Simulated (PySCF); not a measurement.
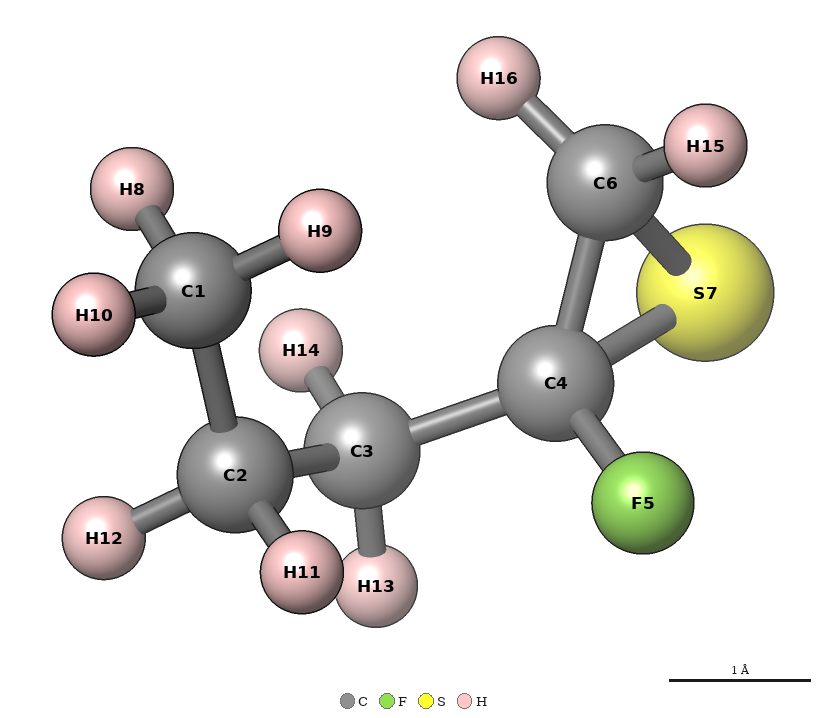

Orthographic view. Atoms fade into the background with distance from the viewer. Geometry: an end point of a reaction path computed with GFN2-xTB.

Write a MOL file (V2000) with the atoms in numerical order, bonds sorted by atom number with the orders drawn, and coordinates in the frame of the picture: x right, y up, z towards the viewer, origin at the mean position.

```
C5H9FS
                    3D

 16 16  0  0  0  0  0  0  0  0999 V2000
   -1.3500    0.4200    1.0700 C   0  0  0  0  0  0  0  0  0  0  0  0
   -1.0500   -0.9000    0.3500 C   0  0  0  0  0  0  0  0  0  0  0  0
   -0.1500   -0.7200   -0.8700 C   0  0  0  0  0  0  0  0  0  0  0  0
    1.2300   -0.2500   -0.5000 C   0  0  2  0  0  0  0  0  0  0  0  0
    1.8500   -1.1000    0.3600 F   0  0  0  0  0  0  0  0  0  0  0  0
    1.5800    1.1800   -0.3500 C   0  0  0  0  0  0  0  0  0  0  0  0
    2.2900    0.4000   -1.8100 S   0  0  0  0  0  0  0  0  0  0  0  0
   -1.7900    1.1400    0.3800 H   0  0  0  0  0  0  0  0  0  0  0  0
   -0.4500    0.8400    1.5000 H   0  0  0  0  0  0  0  0  0  0  0  0
   -2.0600    0.2400    1.8800 H   0  0  0  0  0  0  0  0  0  0  0  0
   -0.5800   -1.5900    1.0500 H   0  0  0  0  0  0  0  0  0  0  0  0
   -1.9900   -1.3500    0.0200 H   0  0  0  0  0  0  0  0  0  0  0  0
   -0.0500   -1.6900   -1.3800 H   0  0  0  0  0  0  0  0  0  0  0  0
   -0.5900   -0.0100   -1.5700 H   0  0  0  0  0  0  0  0  0  0  0  0
    2.2900    1.4500    0.4200 H   0  0  0  0  0  0  0  0  0  0  0  0
    0.8200    1.9300   -0.5400 H   0  0  0  0  0  0  0  0  0  0  0  0
  1  2  1  0
  1  8  1  0
  1  9  1  0
  1 10  1  0
  2  3  1  0
  2 11  1  0
  2 12  1  0
  3  4  1  0
  3 13  1  0
  3 14  1  0
  4  5  1  0
  4  6  1  0
  4  7  1  0
  6  7  1  0
  6 15  1  0
  6 16  1  0
M  END
```
